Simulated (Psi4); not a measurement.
Interaction calculation, with input and output: GeH3O2 (charge +1) (part 1 of 2)

System: GeH3O2, charge +1.
Method: PBE/def2-SVPD, RKS, dispersion D3(0) (Psi4 1.11).

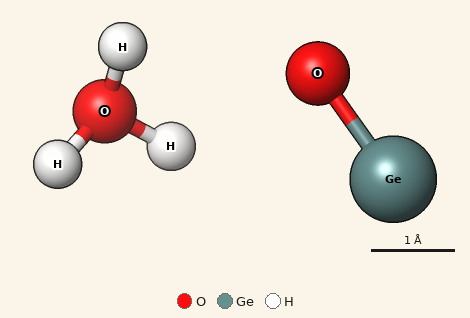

*The structure as given in the input (ball-and-stick view, seen at a tilt). Sticks mark near contacts.*

Bond lengths as drawn: Ge–O 1.58 Å and H–O 0.98 Å.

**Input (job.inp)**
```
memory 1600 mb

molecule molecule1 {
  0 1
  O      0.000000     0.000000    -0.788240
  Ge     0.000000     0.000000     0.788240
  --
  1 1
  O     -2.093160     1.385840    -1.964790
  H     -1.247790     1.236330    -2.444400
  H     -2.229220     2.334510    -1.744090
  H     -2.175090     0.807820    -1.173100
  symmetry c1
  no_reorient
  no_com
}

set {
  basis def2-SVPD
}

E, wfn = energy("pbe-d3zero", bsse_type=['cp', 'nocp'], return_wfn=True)
```

Launch command:
```bash
psi4 -n 1 job.inp job.out
```

**What the program printed**
```
Psi4 1.11 release

  //>>>>>>>>>>>>>>>>>>>>>>>>>>>>>>>>>>>//
  //   ManyBody Setup: N-Body Levels 2 //
  //<<<<<<<<<<<<<<<<<<<<<<<<<<<<<<<<<<<//

    Model chemistry "(auto)" (§A):          5
        Number of 1-body computations:      4 (nocp: 2, cp: 2, vmfc_compute: 0)
        Number of 2-body computations:      1 (nocp: 1, cp: 1, vmfc_compute: 0)

    -----------------------------------------------------------------------
                               Psi4 1.11 release

    h
    h
    h

    -----------------------------------------------------------------------

    Memory:     1.5 GiB
    Threads:    1
                ecpint, einsums, f̶o̶r̶t̶e̶, gauxc, gcp, g̶d̶m̶a̶, geometric, g̶p̶u̶_̶d̶f̶c̶c̶,
                i̶n̶t̶e̶g̶r̶a̶t̶o̶r̶x̶x̶, i̶p̶i̶, libefp, m̶d̶i̶, m̶p̶2̶d̶, m̶r̶c̶c̶, ooo,
                o̶p̶e̶n̶f̶e̶r̶m̶i̶o̶n̶p̶s̶i̶4̶, pcmsolver, p̶s̶i̶4̶f̶o̶c̶k̶c̶i̶, p̶s̶i̶x̶a̶s̶,
                p̶y̶e̶i̶n̶s̶u̶m̶s̶, r̶e̶s̶p̶, s̶i̶m̶i̶n̶t̶, s̶n̶s̶m̶p̶2̶,
                v̶2̶r̶d̶m̶_̶c̶a̶s̶s̶c̶f̶

   => Loading Basis Set <=

    Name: DEF2-SVPD
    Role: ORBITAL
    Keyword: BASIS

   => PBE-D3: Empirical Dispersion <=

        s6 =       1.000000
        s8 =       0.722000
       sr6 =       1.217000
    alpha6 =      14.000000
       sr8 =       1.000000

         ---------------------------------------------------------
                                   SCF
                              RKS Reference
                        1 Threads,   1525 MiB Core
         ---------------------------------------------------------

  ==> Geometry <==

    Molecular point group: c1
    Full point group: C_inf_v

    Geometry (in Bohr), charge = 0, multiplicity = 1:

       Center              X                  Y                   Z               Mass
    ------------   -----------------  -----------------  -----------------  -----------------
         O            0.000000000000     0.000000000000    -1.489557721131    15.994914619570
         GE           0.000000000000     0.000000000000     1.489557721131    73.921177761000

  Running in c1 symmetry.

  Rotational constants: A = ************  B =      0.30175  C =      0.30175 [cm^-1]
  Rotational constants: A = ************  B =   9046.13021  C =   9046.13021 [MHz]
  Nuclear repulsion =   85.931547454784109

  Charge       = 0
  Multiplicity = 1
  Electrons    = 40
  Nalpha       = 20
  Nbeta        = 20

  ==> Algorithm <==

  SCF Algorithm Type is DF.
  DIIS enabled.
  MOM disabled.
  Fractional occupation disabled.
  Guess Type is SAD.
  Energy threshold   = 1.00e-06
  Density threshold  = 1.00e-06
  Integral threshold = 1.00e-12

  ==> Primary Basis <==

  Basis Set: DEF2-SVPD
    Blend: DEF2-SVPD
    Number of shells: 23
    Number of basis functions: 61
    Number of Cartesian functions: 67
    Spherical Harmonics?: true
    Max angular momentum: 2

  ==> DFT Potential <==

   => LibXC <=

    Version 7.1.2

   => Composite Functional: PBE-D3ZERO2B <=

    PBE GGA Exchange-Correlation Functional

    Deriv               =              1
    GGA                 =           TRUE
    Meta                =          FALSE

    Exchange Hybrid     =          FALSE
    MP2 Hybrid          =          FALSE

   => Exchange Functionals <=

    1.0000     XC_GGA_X_PBE

   => Correlation Functionals <=

    1.0000     XC_GGA_C_PBE

   => LibXC Density Thresholds  <==

    XC_GGA_C_PBE:  1.00E-12
    XC_GGA_X_PBE:  1.00E-15

   => Molecular Quadrature <=

    Radial Scheme          =       TREUTLER
    Pruning Scheme         =           NONE
    Nuclear Scheme         =       TREUTLER

    Blocking Scheme        =         OCTREE
    BS radius alpha        =              1
    Pruning alpha          =              1
    Radial Points          =             75
    Spherical Points       =            302
    Total Points           =          43720
    Total Blocks           =            404
    Max Points             =            256
    Max Functions          =             61
    Weights Tolerance      =       1.00E-15

   => Loading Basis Set <=

    Name: (DEF2-SVPD AUX)
    Role: JKFIT
    Keyword: DF_BASIS_SCF

  ==> Integral Setup <==

  DFHelper Memory: AOs need 0.011 GiB; user supplied 1.050 GiB.
  SCF_SUBTYPE=INCORE selected. In-core MEM_DF algorithm will be used.
  Using in-core AOs.

  ==> MemDFJK: Density-Fitted J/K Matrices <==

    J tasked:                   Yes
    K tasked:                    No
    wK tasked:                   No
    Memory [MiB]:              1075
    Algorithm:                 Core
    Schwarz Cutoff:           1E-12
    Mask sparsity (%):       0.2687
    Fitting Condition:        1E-10

   => Auxiliary Basis Set <=

  Basis Set: (DEF2-SVPD AUX)
    Blend: DEF2-UNIVERSAL-JKFIT
    Number of shells: 85
    Number of basis functions: 343
    Number of Cartesian functions: 464
    Spherical Harmonics?: true
    Max angular momentum: 5

  Cached 100.0% of DFT collocation blocks in 0.067 [GiB].

  Minimum eigenvalue in the overlap matrix is 1.2090163887E-03.
  Reciprocal condition number of the overlap matrix is 2.7086221872E-04.
    Using symmetric orthogonalization.

  ==> Pre-Iterations <==

  SCF Guess: Superposition of Atomic Densities via on-the-fly atomic UHF (no occupation information).

   -------------------------
    Irrep   Nso     Nmo
   -------------------------
     A         61      61
   -------------------------
    Total      61      61
   -------------------------

  ==> Iterations <==

                           Total Energy        Delta E     RMS |[F,P]|

   @DF-RKS iter SAD: -2148.23318370649713   -2.14823e+03   0.00000e+00
   @DF-RKS iter   1: -2150.24062707005987   -2.00744e+00   3.96761e-02 DIIS/ADIIS
   @DF-RKS iter   2: -2144.87352823078618    5.36710e+00   9.05883e-02 DIIS/ADIIS
   @DF-RKS iter   3: -2151.15604774366466   -6.28252e+00   2.31119e-02 DIIS/ADIIS
   @DF-RKS iter   4: -2149.72470081691836    1.43135e+00   3.02588e-02 DIIS/ADIIS
   @DF-RKS iter   5: -2151.52207613156406   -1.79738e+00   3.19130e-03 DIIS/ADIIS
   @DF-RKS iter   6: -2151.52731716976905   -5.24104e-03   8.06288e-04 DIIS/ADIIS
   @DF-RKS iter   7: -2151.52861675563145   -1.29959e-03   2.38502e-04 DIIS/ADIIS
   @DF-RKS iter   8: -2151.52871550407872   -9.87484e-05   4.73334e-05 DIIS
   @DF-RKS iter   9: -2151.52871904818767   -3.54411e-06   7.08041e-06 DIIS
   @DF-RKS iter  10: -2151.52871910495196   -5.67643e-08   4.69816e-07 DIIS
  Energy and wave function converged.

  ==> Post-Iterations <==

   Electrons on quadrature grid:
      Ntotal   =   40.0000060665 ; deviation = 6.066e-06

    Orbital Energies [Eh]
    ---------------------

    Doubly Occupied:

       1A   -397.041586     2A    -49.174801     3A    -43.802757
       4A    -43.802757     5A    -43.798949     6A    -18.755811
       7A     -5.997085     8A     -4.217532     9A     -4.217532
      10A     -4.208645    11A     -1.132624    12A     -1.122819
      13A     -1.122819    14A     -1.117099    15A     -1.117099
      16A     -0.833769    17A     -0.413591    18A     -0.290686
      19A     -0.290686    20A     -0.268606

    Virtual:

      21A     -0.101961    22A     -0.101961    23A      0.007820
      24A      0.019979    25A      0.088655    26A      0.088656
      27A      0.117380    28A      0.125985    29A      0.125985
      30A      0.132426    31A      0.132426    32A      0.196839
      33A      0.251690    34A      0.327149    35A      0.389242
      36A      0.389242    37A      0.431271    38A      0.431271
      39A      0.495437    40A      0.495437    41A      0.521409
      42A      0.521409    43A      0.524453    44A      0.704606
      45A      0.705082    46A      0.705082    47A      0.790557
      48A      1.157986    49A      1.157986    50A      1.233361
      51A      1.633261    52A      2.240386    53A      2.340013
      54A      2.340013    55A      2.343399    56A      2.343403
      57A      2.722967    58A      2.723006    59A      2.785977
      60A      2.785977    61A      3.398790

    Final Occupation by Irrep:
              A
    DOCC [    20 ]
    NA   [    20 ]
    NB   [    20 ]

  @DF-RKS Final Energy: -2151.52871910495196

   => Energetics <=

    Nuclear Repulsion Energy =             85.9315474547841092
    One-Electron Energy =               -3168.3919102162062700
    Two-Electron Energy =                1018.1126804651953535
    DFT Exchange-Correlation Energy =     -87.1810346082129684
    Empirical Dispersion Energy =          -0.0000022005124897
    VV10 Nonlocal Energy =                  0.0000000000000000
    Total Energy =                      -2151.5287191049519606

Computation Completed

Properties will be evaluated at   0.000000,   0.000000,   0.000000 [a0]

Properties computed using the SCF density matrix

 Multipole Moments:

 ------------------------------------------------------------------------------------
     Multipole            Electronic (a.u.)      Nuclear  (a.u.)        Total (a.u.)
 ------------------------------------------------------------------------------------

 L = 1.  Multiply by 2.5417464519 to convert [e a0] to [Debye]
 Dipole X            :         -0.0000000            0.0000000           -0.0000000
 Dipole Y            :         -0.0000000            0.0000000           -0.0000000
 Dipole Z            :        -34.5676625           35.7493853            1.1817228
 Magnitude           :                                                    1.1817228

 ------------------------------------------------------------------------------------

	total time  =          1 seconds =       0.02 minutes

    Psi4 run time: 0:00:01.22

    -----------------------------------------------------------------------
                               Psi4 1.11 release

    h
    h
    h

    -----------------------------------------------------------------------

    Memory:     1.5 GiB
    Threads:    1
                ecpint, einsums, f̶o̶r̶t̶e̶, gauxc, gcp, g̶d̶m̶a̶, geometric, g̶p̶u̶_̶d̶f̶c̶c̶,
                i̶n̶t̶e̶g̶r̶a̶t̶o̶r̶x̶x̶, i̶p̶i̶, libefp, m̶d̶i̶, m̶p̶2̶d̶, m̶r̶c̶c̶, ooo,
                o̶p̶e̶n̶f̶e̶r̶m̶i̶o̶n̶p̶s̶i̶4̶, pcmsolver, p̶s̶i̶4̶f̶o̶c̶k̶c̶i̶, p̶s̶i̶x̶a̶s̶,
                p̶y̶e̶i̶n̶s̶u̶m̶s̶, r̶e̶s̶p̶, s̶i̶m̶i̶n̶t̶, s̶n̶s̶m̶p̶2̶,
                v̶2̶r̶d̶m̶_̶c̶a̶s̶s̶c̶f̶

  ==> Geometry <==

    Molecular point group: c1
    Full point group: C1

    Geometry (in Bohr), charge = 1, multiplicity = 1:

       Center              X                  Y                   Z               Mass
    ------------   -----------------  -----------------  -----------------  -----------------
         O           -3.955499136763     2.618858053704    -3.712914994038    15.994914619570
         H           -2.357981362085     2.336325100687    -4.619246541069     1.007825032230
         H           -4.212615273393     4.411584537143    -3.295852438150     1.007825032230
         H           -4.110324398222     1.526558558667    -2.216837717775     1.007825032230

  Running in c1 symmetry.

  Rotational constants: A =      7.72839  B =      0.08839  C =      0.08816 [cm^-1]
  Rotational constants: A = 231691.16106  B =   2649.91619  C =   2642.99784 [MHz]
  Nuclear repulsion =   13.886754627839117

  Charge       = 1
  Multiplicity = 1
  Electrons    = 10
  Nalpha       = 5
  Nbeta        = 5

  ==> Primary Basis <==

  Basis Set: DEF2-SVPD
    Blend: DEF2-SVPD
    Number of shells: 21
    Number of basis functions: 47
    Number of Cartesian functions: 49
    Spherical Harmonics?: true
    Max angular momentum: 2

   => Molecular Quadrature <=

    Radial Scheme          =       TREUTLER
    Pruning Scheme         =           NONE
    Nuclear Scheme         =       TREUTLER

    Blocking Scheme        =         OCTREE
    BS radius alpha        =              1
    Pruning alpha          =              1
    Radial Points          =             75
    Spherical Points       =            302
    Total Points           =          88535
    Total Blocks           =            709
    Max Points             =            256
    Max Functions          =             47
    Weights Tolerance      =       1.00E-15

  ==> Integral Setup <==

  DFHelper Memory: AOs need 0.003 GiB; user supplied 0.997 GiB.
  SCF_SUBTYPE=INCORE selected. In-core MEM_DF algorithm will be used.
  Using in-core AOs.

  ==> MemDFJK: Density-Fitted J/K Matrices <==

    J tasked:                   Yes
    K tasked:                    No
    wK tasked:                   No
    Memory [MiB]:              1021
    Algorithm:                 Core
    Schwarz Cutoff:           1E-12
    Mask sparsity (%):       0.0000
    Fitting Condition:        1E-10

   => Auxiliary Basis Set <=

  Basis Set: (DEF2-SVPD AUX)
    Blend: DEF2-UNIVERSAL-JKFIT
    Number of shells: 43
    Number of basis functions: 131
    Number of Cartesian functions: 153
    Spherical Harmonics?: true
    Max angular momentum: 4

  Cached 100.0% of DFT collocation blocks in 0.120 [GiB].

  Minimum eigenvalue in the overlap matrix is 4.8812430653E-03.
  Reciprocal condition number of the overlap matrix is 8.0681688572E-04.
    Using symmetric orthogonalization.

  ==> Pre-Iterations <==

  SCF Guess: Superposition of Atomic Densities via on-the-fly atomic UHF (no occupation information).

   -------------------------
    Irrep   Nso     Nmo
   -------------------------
     A         47      47
   -------------------------
    Total      47      47
   -------------------------

  ==> Iterations <==

                           Total Energy        Delta E     RMS |[F,P]|

   @DF-RKS iter SAD:   -76.72095376899141   -7.67210e+01   0.00000e+00
   @DF-RKS iter   1:   -76.47029598413566    2.50658e-01   1.13323e-02 DIIS/ADIIS
   @DF-RKS iter   2:   -76.26783623088889    2.02460e-01   1.91649e-02 DIIS/ADIIS
   @DF-RKS iter   3:   -76.56608810867051   -2.98252e-01   3.62913e-04 DIIS/ADIIS
   @DF-RKS iter   4:   -76.56617114051198   -8.30318e-05   4.61282e-05 DIIS
   @DF-RKS iter   5:   -76.56617265857281   -1.51806e-06   1.01246e-05 DIIS
   @DF-RKS iter   6:   -76.56617274028804   -8.17152e-08   2.42792e-07 DIIS
  Energy and wave function converged.

  ==> Post-Iterations <==

   Electrons on quadrature grid:
      Ntotal   =    9.9999991790 ; deviation = -8.210e-07

    Final Occupation by Irrep:
              A
    DOCC [     5 ]
    NA   [     5 ]
    NB   [     5 ]

  @DF-RKS Final Energy:   -76.56617274028804

   => Energetics <=

    Nuclear Repulsion Energy =             13.8867546278391174
    One-Electron Energy =                -128.2577722179210582
    Two-Electron Energy =                  47.1095178180561902
    DFT Exchange-Correlation Energy =      -9.3046546218905668
    Empirical Dispersion Energy =          -0.0000183463717156
    VV10 Nonlocal Energy =                  0.0000000000000000
    Total Energy =                        -76.5661727402880388

Computation Completed

Properties will be evaluated at   0.000000,   0.000000,   0.000000 [a0]

Properties computed using the SCF density matrix

 Multipole Moments:

 ------------------------------------------------------------------------------------
     Multipole            Electronic (a.u.)      Nuclear  (a.u.)        Total (a.u.)
 ------------------------------------------------------------------------------------

 L = 1.  Multiply by 2.5417464519 to convert [e a0] to [Debye]
 Dipole X            :         38.9005075          -42.3249141           -3.4244066
 Dipole Y            :        -26.4192815           29.2253326            2.8060511
 Dipole Z            :         36.5733772          -39.8352566           -3.2618795
 Magnitude           :                                                    5.4991218

 ------------------------------------------------------------------------------------

	total time  =          1 seconds =       0.02 minutes

    Psi4 run time: 0:00:00.92
```
